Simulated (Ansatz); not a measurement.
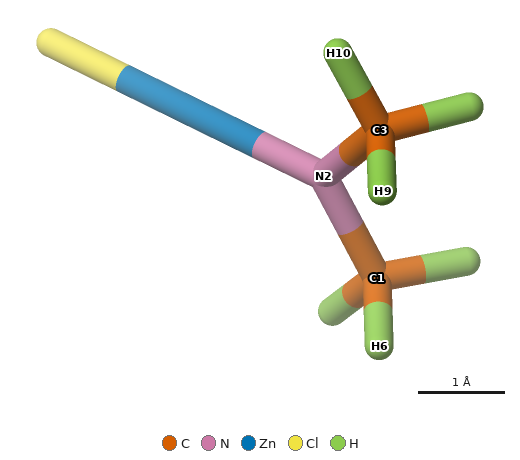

**Figure 1.** The structure as given in the input (stick view, seen at a tilt; atoms are numbered from 1 in the order of the input). Sticks mark near contacts.

# Single-point calculation of C2H6ClNZn

C2H6ClNZn, SMILES C[N](C)[Zn][Cl], computed with RKS PBE0-D4/def2-TZVPP (Ansatz 0.2.0).

The geometry comes from this level: PBE0-D4/def2-TZVP.

Log:
```
Functional definition: PBE0
  name "PBE0"
  cite "Adamo & Barone, J. Chem. Phys. 110, 6158 (1999) doi:10.1063/1.478522"
  cite "Perdew, Burke & Ernzerhof, Phys. Rev. Lett. 77, 3865 (1996) doi:10.1103/PhysRevLett.77.3865"
  parent pbe
  parameter a = 0.25
  parameter kappa = 0.804
  parameter beta = 0.06672455060314922
  exchange = (1 - a)*pbe_x(kappa = kappa, mu = beta*pi^2/3) + a*exact_x
  correlation = pbe_c(beta = beta)
1778 factors; their error is unknown
mean field evaluation 1: about -64580.6066 eV, gradient 7.7e1 eV
mean field evaluation 2: about -64540.6673 eV, gradient 1.6e2 eV
mean field evaluation 4: about -64591.9179 eV, gradient 1.1e1 eV
mean field evaluation 8: about -64592.1070 eV, gradient 2.5e-1 eV
mean field evaluation 16: about -64592.2152 eV, gradient 2.0e-4 eV
mean field -64592.21522286 eV, -2373.7201272640 hartree, gradient 4.1e-5 eV, S^2 0.000000; 0 other end points of the search recorded, 0 dependent functions left out
reference -64592.21526164 eV, -2373.7201286891 hartree; 36, 36 occupied and 247, 247 virtual orbitals, 1778 factors
Total energy: -64592.40346463 eV, -2373.7270450217 hartree
```

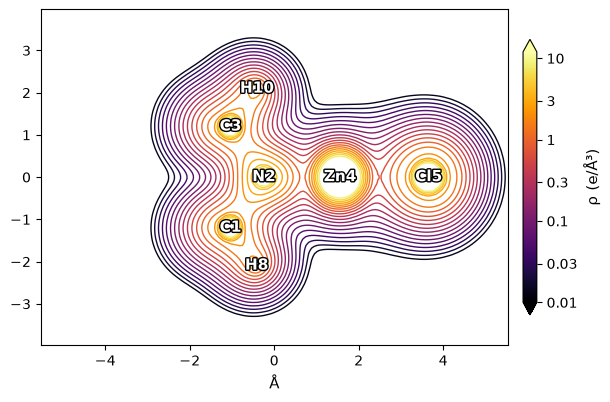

**Figure 2.** Electron density on the plane of atoms N2, C3 and H10. The section cuts through C, N, Zn, Cl and H sites. C–N (1.44 Å): ρ at the midpoint is about 2 e/Å³. Zn–N (1.80 Å): ρ is about 0.95 e/Å³ halfway. Zn–Cl (2.09 Å): ρ is about 0.76 e/Å³ halfway. C–H (1.09 Å): ρ at the midpoint is about 2 e/Å³.

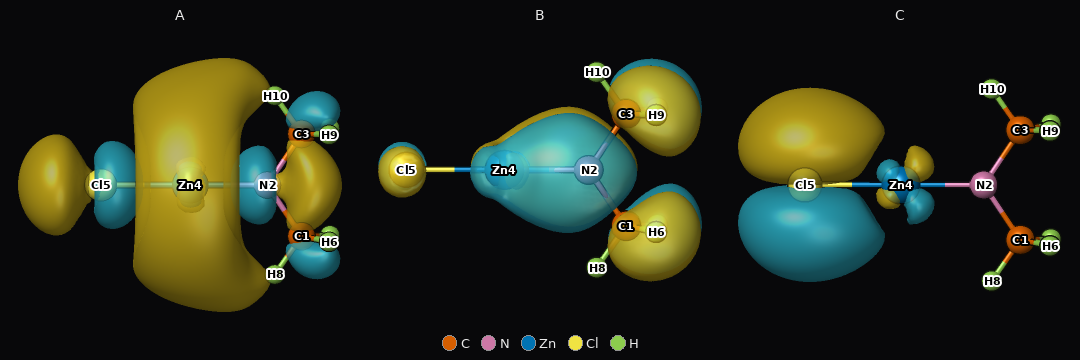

**Figure 3.** Three frontier orbitals at ±0.06 Å⁻³ᐟ² (yellow and cyan are the two phases). C is the HOMO−1 (−8.85 eV). B is the HOMO (−6.06 eV). By Hirshfeld shares it lies mainly on N2 (55 %), Zn4 (10 %), C1 (10 %) and C3 (10 %). A is the LUMO (−0.83 eV). It lies mainly on Zn4 (55 %), Cl5 (20 %) and N2 (10 %). The HOMO–LUMO gap is 5.23 eV between the orbital energies.

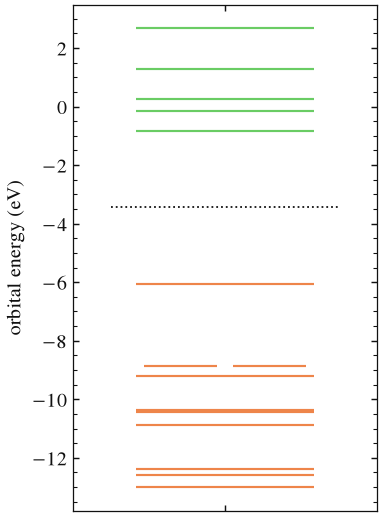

**Figure 4.** Orbital energies near the frontier; the dotted line parts filled from empty levels, and levels within 0.02 eV of each other stand side by side. Highest filled −6.06 eV, lowest empty −0.83 eV, 5.23 eV apart.

The run was set up as follows.

Input file:
```yaml
crystal:
  periodic: [false, false, false]
  atoms:
    - {symbol: C, position_ang: [-1.109867, -0.514397, 0.552221]}
    - {symbol: N, position_ang: [-0.011856, 0.153230, -0.093920]}
    - {symbol: C, position_ang: [1.234776, -0.546971, 0.062524]}
    - {symbol: Zn, position_ang: [-0.177993, 1.704011, -0.992408]}
    - {symbol: Cl, position_ang: [-0.371687, 3.504577, -2.039329]}
    - {symbol: H, position_ang: [-0.942189, -0.620893, 1.635936]}
    - {symbol: H, position_ang: [-1.264164, -1.528191, 0.149496]}
    - {symbol: H, position_ang: [-2.046568, 0.032931, 0.420894]}
    - {symbol: H, position_ang: [1.512025, -0.654986, 1.123356]}
    - {symbol: H, position_ang: [2.054855, -0.024051, -0.435722]}
    - {symbol: H, position_ang: [1.187968, -1.562259, -0.362648]}
basis:
  gaussian: {orbitals: def2-TZVPP}
hamiltonian: {xc: pbe0, dispersion: d4}
output: {orbitals: {seedname: orbitals}}
```

Command:
```bash
ansatz run in.yaml --threads 4 --pin off --events-out ev --progress --plain --max-ram 11315MiB
```

Key numbers:

```csv
quantity,value
outcome,converged
total energy,−64592.4035 eV
mean-field energy,−64592.2153 eV
dispersion energy,−0.1882 eV
SCF solution under orbital rotations,stable
HOMO,−6.06 eV
LUMO,−0.83 eV
hardware,"4 threads of Intel Xeon @ 2.50GHz, 31 GiB of memory available, shared host"
wall time,5.5 s (CPU time 18 s)
peak memory,0.96 GiB
```
